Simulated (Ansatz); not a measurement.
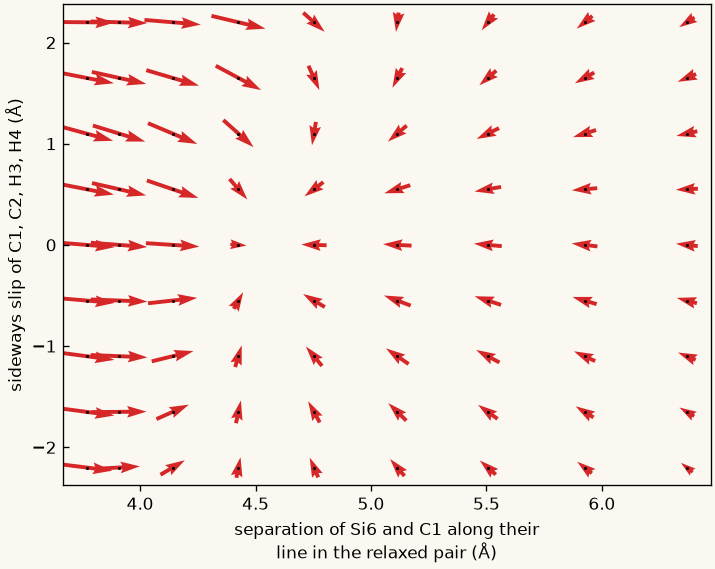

The pair C₂H₂···CH₆Si. First axis: separation of Si6 and C1 along their line in the relaxed pair. Second axis: sideways slip of C1, C2, H3, H4. Nothing is relaxed (both partners rigid). Grid: 9 × 9 points. Points are written as (first, second). The calculation used RHF/def2-SVPD in Ansatz 0.2.0.

Drawn: dots at the grid points, arrows along the force (downhill), their lengths compressed.

The arrows alone are given. Where is the energy lowest?

The arrows converge at about (4.487 Å, −0.01 Å) (read from the interpolated surface).

The energy map of the same scan:

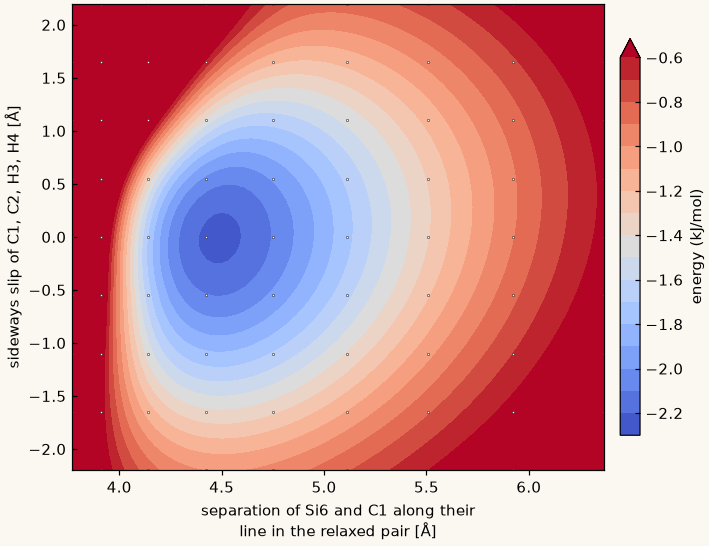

Energies are in kJ/mol, from the two partners far apart, frozen as in the relaxed pair, each in its own basis (no counterpoise correction); between grid points the surface is interpolated.
